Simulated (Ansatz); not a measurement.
# GeSO (1T monolayer (Janus)): the G0W0 gap against the k mesh

How dense a mesh does GW need for GeSO (1T monolayer (Janus)), and how does the time grow?

Calculated with Ansatz 0.2.0; G0W0 on LDA, plane waves, PAW; PAW set soft_1.

**1. The starting structure**

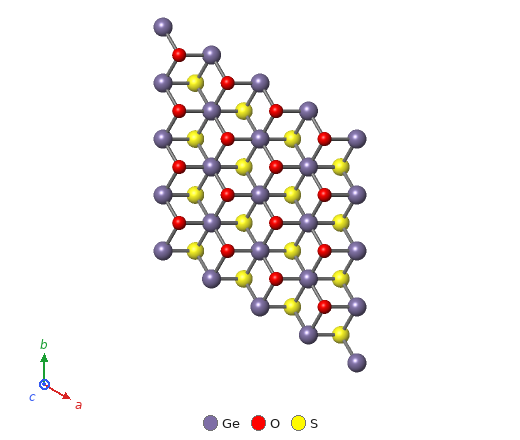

The cell as given, from above (germanium purple, oxygen red, sulfur yellow). 4×4×1 cells are drawn. Some periodic images of atoms are drawn too.

The cell holds 3 atoms: 1 Ge, 1 O and 1 S. Cell: a = 3.124 Å, b = 3.124 Å, c = 27.900 Å, α = 90.0°, β = 90.0°, γ = 120.0°. Vacuum lies along c.

The structure was relaxed with LDA. The runs that relaxed it are not among those shown. The Coulomb interaction is cut off across the vacuum.

**2. The 3×3×1 mesh**

G0W0 replaces the xc potential by the self-energy, built once from these orbitals. Only a window of levels is corrected, while the sums run over the empty bands that the input names. This step takes PAW set soft_1 files.

input.yaml reads:

```yaml
crystal:
  lattice:
    - [3.1242280959, 0.0, 0.0]
    - [-1.5621140479, 2.7056608982, 0.0]
    - [0.0, 0.0, 27.9]
  atoms:
    - { symbol: Ge, position: [0.0, 0.0, 0.5092491062] }
    - { symbol: O, position: [0.3333333333, 0.6666666667, 0.5417298871] }
    - { symbol: S, position: [0.6666666667, 0.3333333333, 0.4582701129] }
  periodic: [true, true, false]
kpoints:
  mp_grid: { grid: [3, 3, 1] }
hamiltonian:
  xc: lda
  pseudopotentials: { kind: paw, azcp: { folder: soft_1 }, xc_functional: pbe }
scf:
  occupations: { method: fixed }
gw:
  n_empty_bands: 212
  ecut_chi: 54.0
  qp_bands: [v2, c2]
  qp_kpoints: band_edges
  screening: { model: contour_deformation }
```

Launch:

```console
$ ansatz run input.yaml --threads 4 --pin off --max-ram 17510MiB --backend cpu --events-out ev --progress --plain --runs-dir out
```

Numbers of over 12 decimals in the logs are rounded to 6 here.

What it wrote:

```text
Engine: ansatz 0.2.0, aarch64-unknown-linux-gnu
Pseudopotentials: kind: paw
Pseudopotential: Ge, paw, valence charge 14, recommended cutoff 420 eV (normal), soft_1/Ge.paw.azcp
Pseudopotential: O, paw, valence charge 6, recommended cutoff 420 eV (normal), soft_1/O.paw.azcp
Pseudopotential: S, paw, valence charge 6, recommended cutoff 420 eV (normal), soft_1/S.paw.azcp
Functional definition: SPW92
  exchange = slater_x
  correlation = pw_c
Crystal: 3 atoms, lattice volume = 235.842 Å³
Basis set: ecut = 420 eV, 4569 PW (Γ)
Bands: 17, of which v1, the nominal top of the filled ones, is band 13 counted from 1 (12 counted from 0)
Symmetry: 6 space group operations
Space group: P3m1 (ITA 156), of the structure as read, at distance tolerance 6.2e-5 Å
k-points: 3 of 9 (time reversal used)
Non-local potential: Ge, projectors of the file, l = 0: 2, l = 1: 2, l = 2: 3, l = 3: 1
Non-local potential: O, projectors of the file, l = 0: 2, l = 1: 2, l = 2: 1
Non-local potential: S, projectors of the file, l = 0: 2, l = 1: 2, l = 2: 1
PAW form: soft (Blöchl's): semilocal exchange-correlation on the pseudo side does not see the compensation charge
PAW frozen core: Ge, regenerated for the run's functional, and the local potential with it (the file was generated under x = pbe(κ = 0.804, μ = 0.219515), c = pbe(β = 0.066725))
PAW frozen core: O, regenerated for the run's functional, and the local potential with it (the file was generated under x = pbe(κ = 0.804, μ = 0.219515), c = pbe(β = 0.066725))
PAW frozen core: S, regenerated for the run's functional, and the local potential with it (the file was generated under x = pbe(κ = 0.804, μ = 0.219515), c = pbe(β = 0.066725))
PAW one-centre angular grid: Ge, 590 points (default); XC on 64 Gauss nodes
PAW one-centre angular grid: O, 110 points (default); XC on 64 Gauss nodes
PAW one-centre angular grid: S, 110 points (default); XC on 64 Gauss nodes
Initial density: superposition of atomic densities (neutral atoms: chi_scale 0, normalization atom)
Initial wavefunctions: pseudopotential atomic-orbital guess
Functional: x = slater, c = lda
SCF iter   1: F=—  HF=-5640.787894 eV  |F-HF|=—  |Δ(HF+E_count)|=         —  Δρ=4.69e-2  dr2=5.29e0  ethr=3.10e-3  ⟨swp⟩=7.7  Hψ=333  notcnv=0  defer=6
preconditioner: auto → none  [insulator: Δε(μ)=1.014 eV  Ē_g=19.106 eV  n_scr=16 (ndim 8)  ℏωp=12.3 eV  f_vac=0.783  ε∞_Penn≈1.4]
SCF iter   2: F=—  HF=-5640.804236 eV  |F-HF|=—  |Δ(HF+E_count)|=   1.63e-2  Δρ=5.19e-2  dr2=1.11e1  ethr=3.10e-3  ⟨swp⟩=6.3  Hψ=196  notcnv=0  defer=6
SCF iter   3: F=—  HF=-5639.638768 eV  |F-HF|=—  |Δ(HF+E_count)|=    1.17e0  Δρ=1.46e-2  dr2=3.07e0  ethr=3.10e-3  ⟨swp⟩=5.7  Hψ=162  notcnv=0  defer=6
SCF iter   4: F=—  HF=-5639.399602 eV  |F-HF|=—  |Δ(HF+E_count)|=   2.39e-1  Δρ=9.80e-3  dr2=1.25e-1  ethr=3.10e-3  ⟨swp⟩=4.0  Hψ=95  notcnv=0  defer=5
SCF iter   5: F=—  HF=-5639.385373 eV  |F-HF|=—  |Δ(HF+E_count)|=   1.42e-2  Δρ=2.34e-3  dr2=2.77e-2  ethr=4.82e-4  ⟨swp⟩=4.0  Hψ=131  notcnv=0  defer=6
SCF iter   6: F=—  HF=-5639.378820 eV  |F-HF|=—  |Δ(HF+E_count)|=   6.55e-3  Δρ=1.10e-3  dr2=9.26e-3  ethr=1.06e-4  ⟨swp⟩=3.3  Hψ=88  notcnv=0  defer=6
SCF iter   7: F=—  HF=-5639.377358 eV  |F-HF|=—  |Δ(HF+E_count)|=   1.46e-3  Δρ=6.41e-4  dr2=2.57e-3  ethr=3.56e-5  ⟨swp⟩=3.3  Hψ=79  notcnv=0  defer=6
SCF iter   8: F=—  HF=-5639.376707 eV  |F-HF|=—  |Δ(HF+E_count)|=   6.50e-4  Δρ=3.20e-4  dr2=4.56e-4  ethr=9.87e-6  ⟨swp⟩=3.7  Hψ=112  notcnv=0  defer=6
SCF iter   9: F=—  HF=-5639.376572 eV  |F-HF|=—  |Δ(HF+E_count)|=   1.35e-4  Δρ=6.21e-5  dr2=1.03e-5  ethr=1.76e-6  ⟨swp⟩=4.0  Hψ=118  notcnv=0  defer=6
SCF iter  10: F=—  HF=-5639.376569 eV  |F-HF|=—  |Δ(HF+E_count)|=   3.07e-6  Δρ=1.26e-5  dr2=4.64e-7  ethr=3.97e-8  ⟨swp⟩=3.3  Hψ=118  notcnv=0  defer=6
SCF iter  11: F=—  HF=-5639.376569 eV  |F-HF|=—  |Δ(HF+E_count)|=   3.16e-7  Δρ=7.62e-6  dr2=1.20e-7  ethr=3.85e-10  ⟨swp⟩=14.7  Hψ=373  notcnv=0
SCF iter  12: F=-5639.376569 eV  HF=-5639.376569 eV  |F-HF|=8.42e-9  |Δ(HF+E_count)|=   3.28e-8  Δρ=1.88e-6  dr2=1.08e-8  ethr=3.85e-10  ⟨swp⟩=3.0  Hψ=121  notcnv=0
SCF 1 converged in 12 iterations: F = -5639.376569 eV  dr2 = 1.08e-8
[...]
NSCF: frozen V_eff on 3 k-points
G₀W₀ screening: q 1/3
[... further progress lines ...]
NSCF: frozen V_eff on 1 k-points
SCF converged after 12 iterations
Free energy (F): -5639.376569 eV
Harris-Foulkes:  -5639.376569 eV  (|F-HF|=8.42e-9)
Internal energy: -5639.376569 eV  (E = F + TS)
E sigma→0 (E₀):  -5639.376569 eV
Fermi energy:    -5.976384 eV
--- Per-component energies (eV) ---
  E_band       = -528.326454
  E_kinetic    = 370.022833
  E_local      = -45207.828102  (includes V_loc(G=0)·N_el)
  E_nonlocal   = 317.299320
  E_hartree    = 22296.369876
  E_xc         = -229.334464
  E_vxc        = -238.536946  (∫ρ·V_xc dr)
  E_paw        = -2670.052009  (= ΣΔE_a)
  E_vpaw       = -362.028777  (= ΣTr[D̂ρ^β])
  E_aug_tail   = 0.000784  (compensation charges beyond the density's cutoff)
  E_ewald      = 19481.986748
  E_core_change = 2.158446  (= ΣΔE_core)
  E_smearing   = -0.000000  (= −TS)
  E_closure    = 0.000000  (closes the sum)
  Σ components = -5639.376569   (vs F -5639.376569, Δ=0.00e0)
--- Band table (eV) ---
  k-point 0: bands = [... 9 lower, -9.6820, -8.4548, -5.9764, -5.9764, -5.5595, -1.0197 (-1.0204°), -0.7083, 0.0595]
  k-point 1: bands = [... 9 lower, -10.7223, -9.8113, -8.0264, -6.9582, -4.5285, -1.5666, 0.0440, 1.5932]
  k-point 2: bands = [... 9 lower, -11.7816, -11.3515, -8.3826, -7.7483, -3.6986, -0.5635, 0.7480, 1.6342]
  ° read free of the cell's end (the report's vacuum.weakly_bound_levels)
--- G₀W₀: contour deformation, 7 samples at zero and on the imaginary axis and 1 off it, 9 q-points, 212 empty bands' worth ---
  eigenvalues of the whole cell's RPA ε∞ on this k-mesh (on a slab, of 1 + 4πα/V) = 1.1326, 10.1970, 10.1970; static W/v taken at q = 0 is 0.342117
  gw.qp_kpoints: band_edges: 2 of 3 stored k-points solved, in 1 pass; an edge of the gap read off the rows below is read off those points alone
    valence top: of the k-points left out ik 2 came nearest to being solved in a further pass, in band 13 (counted from 1, as in the quasiparticle table): it holds the edge there only if its correction is more favourable than any solved in that band by at least 1.766 eV; those differ by 0.006 eV
    conduction bottom: of the k-points left out ik 2 came nearest to being solved in a further pass, in band 14 (counted from 1, as in the quasiparticle table): it holds the edge there only if its correction is more favourable than any solved in that band by at least 1.861 eV; those differ by 0.125 eV
  `?` marks the rows in doubt; gw_qp.tsv's column doubts and the gw_qp event give each row's grounds
    ik  band        ε_KS         Σx   Σc(E_QP)       V_xc       Z   E_QP_lin       E_QP  E_QP is
     0    12     -5.9764   -19.7156     2.7331   -17.0670  0.5319    -5.8949    -5.8919  root ?
     0    13     -5.9764   -19.7156     2.7331   -17.0670  0.5319    -5.8949    -5.8919  root ?
     0    14     -5.5595   -10.8400    -4.1540   -15.3723  0.5615    -5.0556    -5.1812  root ?
     0    15     -1.0197    -6.2937    -3.8319   -10.4692  0.5988    -0.5900    -0.6761  root ?
     1    12     -8.0264   -22.3304     4.2597   -18.1138  0.5333    -7.9840    -7.9832  root ?
     1    13     -6.9582   -20.3275     3.0847   -17.3334  0.5264    -6.8709    -6.8676  root ?
     1    14     -4.5285   -12.0285    -4.4167   -16.9490  0.5528    -3.7779    -4.0248  root ?
     1    15     -1.5666    -9.0135    -5.0463   -14.5222  0.5609    -0.9195    -1.1042  root ?
```

The job ended after 12 s (4 threads of Arm Neoverse V1, shared host; peak memory 1.2 GiB; 43 s of CPU time).

Reading the cycles: dr2 is the Hartree energy of the density residual (eV), the measure of convergence; HF is the Harris–Foulkes estimate of the energy, which meets the free energy F at convergence.

Numbers from this step:

```yaml
bands_summed: 225
plane_waves_in_the_screening_matrix: 195
q_points_in_the_mesh: 9
g0w0_gap_on_the_mesh: 0.7107 eV
k_of_the_valence_top: 0, 0, 0
k_of_the_conduction_bottom: 0, 0, 0
starting_gap_on_the_mesh: 0.4168 eV
z_at_the_valence_top: 0.5319
z_at_the_conduction_bottom: 0.5615
least_direct_g0w0_gap_on_the_computed_points: 0.7107 eV
```

The gap on the mesh goes from 0.42 eV to 0.71 eV, a correction of +0.29 eV. The program marks an edge row as in doubt. Between the two edge states, bare exchange in place of the xc potential would open the gap by 7.18 eV, and correlation takes back 6.89 eV.

**3. The 6×6×1 mesh**

Only the mesh changes. It samples the long-range screening, which converges on its own terms.

Edit input.yaml of step 2 so:

```diff
@@ -11,3 +11,3 @@
 kpoints:
-  mp_grid: { grid: [3, 3, 1] }
+  mp_grid: { grid: [6, 6, 1] }
 hamiltonian:
```

What it wrote:

```text
[...]
Crystal: 3 atoms, lattice volume = 235.842 Å³
Basis set: ecut = 420 eV, 4569 PW (Γ)
Bands: 17, of which v1, the nominal top of the filled ones, is band 13 counted from 1 (12 counted from 0)
[... 1 set-up line as in the run before ...]
[...]
k-points: 7 of 36 (time reversal used)
[...]
SCF iter   1: F=—  HF=-5641.154693 eV  |F-HF|=—  |Δ(HF+E_count)|=         —  Δρ=4.61e-2  dr2=5.14e0  ethr=3.10e-3  ⟨swp⟩=8.0  Hψ=749  notcnv=0  defer=13
[...]
SCF iter  10: F=-5639.820503 eV  HF=-5639.820503 eV  |F-HF|=1.35e-8  |Δ(HF+E_count)|=   5.65e-8  Δρ=2.44e-6  dr2=1.41e-8  ethr=3.85e-10  ⟨swp⟩=18.1  Hψ=937  notcnv=0
SCF 1 converged in 10 iterations: F = -5639.820503 eV  dr2 = 1.41e-8
[...]
NSCF: frozen V_eff on 7 k-points
G₀W₀ screening: q 1/7
[... further progress lines ...]
SCF converged after 10 iterations
Free energy (F): -5639.820503 eV
[...]
0    15     -1.0381    -7.5551    -3.1983   -11.9120  0.6550    -0.2499     0.1204  root ?
     1    12     -8.1340   -21.2905     3.4189   -17.7157  0.5814    -8.2999    -8.2899  root ?
     1    13     -6.4659   -19.4454     2.1859   -17.1505  0.6025    -6.5793    -6.5749  root
     1    14     -4.5145   -12.4633    -3.2595   -17.1672  0.6152    -3.4521    -3.0701  root ?
     1    15     -1.6118    -8.9235    -3.9319   -14.2202  0.6306    -0.6209    -0.2472  root ?
     2    12     -8.1123   -22.3996     4.0643   -18.1115  0.5827    -8.3612    -8.3362  root ?
     2    13     -7.0512   -19.9475     2.4980   -17.3191  0.5974    -7.1881    -7.1815  root ?
     2    14     -4.5910   -12.2301    -3.2718   -16.9945  0.6126    -3.4791    -3.0984  root ?
[...]
6    12     -8.4780   -23.2534     4.6045   -18.4227  0.5782    -8.7298    -8.7042  root ?
     6    13     -7.8250   -20.2470     2.9103   -17.1304  0.5934    -8.0525    -8.0313  root ?
     6    14     -3.7688   -12.9227    -3.5691   -18.0696  0.6010    -2.5256    -2.1910  root ?
     6    15     -0.6089    -9.0080    -4.0338   -14.4090  0.6431     0.4222     0.7583  root ?
[key lines of the parts left out:]
Fermi energy:    -6.071167 eV
```

Wall time 43 s (4 threads); peak memory 1.5 GiB.

This step gave:

```
bands summed                                 : 225
plane waves in the screening matrix          : 195
q-points in the mesh                         : 36
G0W0 gap on the mesh                         : 1.870 eV
k of the valence top                         : 0, 0, 0
k of the conduction bottom                   : 0, 0, 0
starting gap on the mesh                     : 0.4532 eV
Z at the valence top                         : 0.6057
Z at the conduction bottom                   : 0.6272
least direct G0W0 gap on the computed points : 1.870 eV
```

Against the run with 3×3×1 mesh, 212 empty bands, screening to 54 eV, PAW set soft_1 files, the gap moves by +1.16 eV, while the start moved by +0.04 eV.

**4. The 9×9×1 mesh**

Edit input.yaml of step 3 so:

```diff
@@ -11,3 +11,3 @@
 kpoints:
-  mp_grid: { grid: [6, 6, 1] }
+  mp_grid: { grid: [9, 9, 1] }
 hamiltonian:
```

What it wrote:

```text
[...]
Crystal: 3 atoms, lattice volume = 235.842 Å³
Basis set: ecut = 420 eV, 4569 PW (Γ)
Bands: 17, of which v1, the nominal top of the filled ones, is band 13 counted from 1 (12 counted from 0)
[... 1 set-up line as in the run before ...]
[...]
k-points: 12 of 81 (time reversal used)
[...]
5    13     -6.8635   -18.9818     2.1061   -16.6605  0.6636    -7.0946    -7.0787  root
[...]
11    12     -8.4845   -23.2718     4.5329   -18.4288  0.6265    -8.8417    -8.7946  root ?
    11    13     -7.8348   -20.2534     2.8210   -17.1347  0.6542    -8.1746    -8.1325  root ?
    11    14     -3.7755   -12.9220    -3.4920   -18.0694  0.6638    -2.3137    -2.1200  root ?
    11    15     -0.6155    -9.0071    -4.0380   -14.4114  0.7071     0.6184     0.7508  root ?
[key lines of the parts left out:]
SCF converged after 10 iterations
Free energy (F): -5639.836212 eV
Fermi energy:    -6.086104 eV
```

Elapsed: 2.2 min, on 4 threads; peak memory 1.5 GiB.

This step gave:

| Property | Result |
| --- | --- |
| bands summed | 225 |
| plane waves in the screening matrix | 195 |
| G0W0 gap on the mesh | 1.922 eV |
| k of the valence top | 0, 0, 0 |
| k of the conduction bottom | 0, 0, 0 |
| starting gap on the mesh | 0.4636 eV |
| least direct G0W0 gap on the computed points | 1.922 eV |

Against the run with 6×6×1 mesh, 212 empty bands, screening to 54 eV, PAW set soft_1 files, the gap moves by +0.05 eV.

**5. The meshes together**

Times are wall times on 4 threads of Arm Neoverse V1, shared host, good to a factor of about two.

| mesh | points | irreducible | start (eV) | G0W0 (eV) | shift (eV) | mean of 1 + 4πα/V (set by the cell height) | time |
| --- | --- | --- | --- | --- | --- | --- | --- |
| 3×3×1 | 9 | 3 | 0.417 | 0.711 | +0.294 | 7.18 | 12 s |
| 6×6×1 | 36 | 7 | 0.453 | 1.870 | +1.417 | 3.10 | 43 s |
| 9×9×1 | 81 | 12 | 0.464 | 1.922 | +1.458 | 2.43 | 2.2 min |

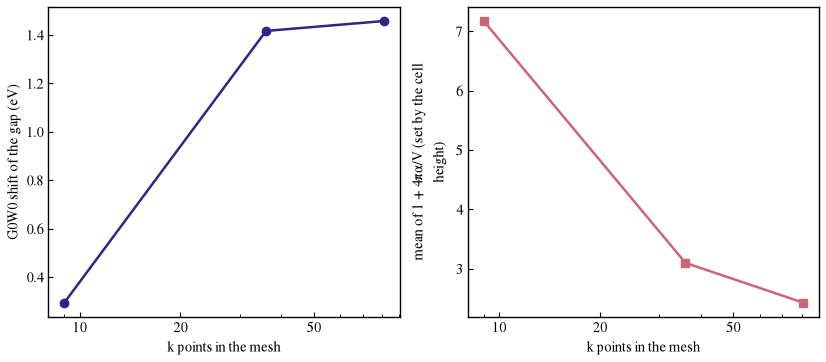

Shift and screening against the mesh.

**6. What came out**

| Quantity | Value |
| --- | --- |
| 3×3×1 | 0.711 eV (shift +0.294) |
| 6×6×1 | 1.870 eV (shift +1.417) |
| 9×9×1 | 1.922 eV (shift +1.458) |
| settings | LDA start, 212 empty bands, 54 eV |

The shift is +0.29 eV on 3×3×1 and +1.46 eV on 9×9×1; the last step moves it by +0.041 eV. The mean of 1 + 4πα/V (set by the cell height) ranges from 2.43 to 7.18 and ends at 2.43; the coarsest mesh overstates it. From 9 to 81 points the time grows 11-fold. Bands and cutoff are modest here, so the values stand off the basis limit. The mesh in the plane is coarse for a sheet; gap and any exciton binding can still move on denser ones. The many-body steps are scalar-relativistic: spin-orbit coupling is not in them. The program marks a band-edge row as in doubt, so the gap is less sure than its digits.

[Paths, hosts, dates, memory and timing lines, banners, echoed tables and standing remarks are left out of the program output.]

[Logs are printed without paths, hosts, clocks, repeated set-up lines and the standing remarks that a program may print on its own settings, such as how far it seeks lower states.]

[Runs of the session that timed out or met a known fault of the program may be left out.]

[Cells called generated may have been cut or substituted from an entry of the Crystallography Open Database or the Materials Project.]

[Hosts, paths, dates, database ids (printed as entryN), source tags and the programs' standing remarks are cut or masked in the printed files.]
